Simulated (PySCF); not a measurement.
C₂H₅AlBrCl, SMILES C[CH2][Al]([Cl])[Br] at its B3LYP/def2-SVP optimised geometry (Å):

```
10

Al    -0.1943    -0.9155     0.0000
Cl     1.9168    -0.9155     0.0000
Br    -1.2264    -2.9329     0.0043
C     -1.2304     0.7403     0.0000
C     -0.4490     2.0636    -0.0154
H     -1.8974     0.6887     0.8816
H     -1.9168     0.6793    -0.8658
H      0.1889     2.1538    -0.9094
H      0.2130     2.1607     0.8601
H     -1.1279     2.9329    -0.0097
```

Computed with B3LYP/def2-TZVP in PySCF. Cells within 0.4 Å of a nucleus heavier than hydrogen are left out (blank, or x).

Map of the HOMO−1 amplitude (bohr^(-3/2)) on the plane z = 0.0 Å; orbital energy -8.37 eV, overall sign arbitrary:

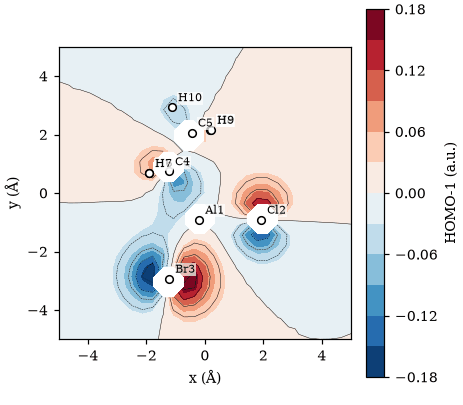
Figure. HOMO−1 amplitude (bohr^(-3/2)) on the plane z = 0.0 Å.
